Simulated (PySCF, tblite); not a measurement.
# AlH6O4Si2 radical, a small gas-phase stand-in for a defect centre (aluminium on silica): EPR parameters

Aim: the EPR parameters of `[O][O][Al]([O][SiH3])[O][SiH3]`. It is drawn as: peroxy radical.

Computed with tblite 0.8.0 and PySCF 2.14.0; each step states its level. No surroundings beyond the atoms listed, unless a continuum is named. Atoms count from 0, parts from 1.

## 1. Starting point

13 atoms, charge 0, multiplicity 2; geometry: distance geometry start.

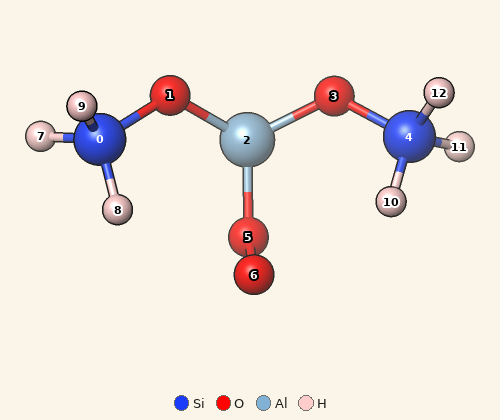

The starting geometry (silicon blue, oxygen red, aluminium light blue, hydrogen pink), atoms numbered.

## 2. Geometry optimisation with GFN2-xTB

What the job is given:

```
{"job": {"kind": "relax", "xc": "GFN2-xTB", "basis": "xTB"}, "charge": 0, "multiplicity": 2}
Si    -2.087287    -0.780928    -0.356013
O     -1.450653     0.709680    -1.055471
Al     0.182346     1.515770    -0.565386
O      0.196877     3.389192    -0.512935
Si     0.663625     4.355715     0.886102
O      1.138936     0.670303     0.790030
O      0.742950     0.545243     2.044332
H     -1.884028    -1.837949    -1.312606
H     -1.398434    -1.091995     0.828962
H     -3.442536    -0.656887    -0.124044
H      0.778213     3.525620     2.023753
H      1.908834     4.989770     0.617063
H     -0.334434     5.354376     1.136850
```

Method: GFN2-xTB geometry optimisation, gas phase.

On the command line:

```
$ OMP_NUM_THREADS=1 python cluster_run.py task.json out
```

This one command runs all jobs of the session in turn.

**Question.** The jobs that follow are: PBE0-D3(BJ)/def2-SVP geometry optimisation, gas phase; UKS B3LYP, IGLO-III on Al O Si, pcH-1 on H, non-relativistic, mean-field spin-orbit, GIAO; UKS BHandHLYP, IGLO-III on Al O Si, pcH-1 on H, non-relativistic, mean-field spin-orbit, GIAO. Predict: point group; rotational constants (main isotopes); g(iso) (B3LYP); ⟨S²⟩; largest a(iso).

The runs gave:

| quantity | value |
| --- | --- |
| point group | C1 |
| rotational constants (main isotopes) | 1.77, 0.82, 0.59 GHz |
| g(iso) (B3LYP) | 2.01371 |
| ⟨S²⟩ | 0.755 (exact 0.75) |
| largest a(iso) | 17O on O6, -42.6 MHz |

On relaxing, metal atoms bound new neighbours (Al2–O6). The start of the PBE0/def2-SVP relaxation was shaken at random by about 0.01 Å, so part of the energy gained, and of the first lengths quoted, undoes that. The optimisation took 4 steps and gained 0.404 eV; among the close pairs (by a distance rule), Al2–O5 changed most, from 1.759 to 1.859 Å (PBE0/def2-SVP). The largest spin populations lie on O6 (0.51 e), O5 (0.51 e). The isotropic g lies 11.4 ppt above the free-electron value. The coupling of 17O on O6 runs from -71.1 (BHandHLYP/IGLO-III+pcH-1) to -42.6 MHz (B3LYP/IGLO-III+pcH-1). A capped cluster stands for the solid here, so long-range fields and strain are missing, and bands or shifts of the capping hydrogens have no counterpart in it.
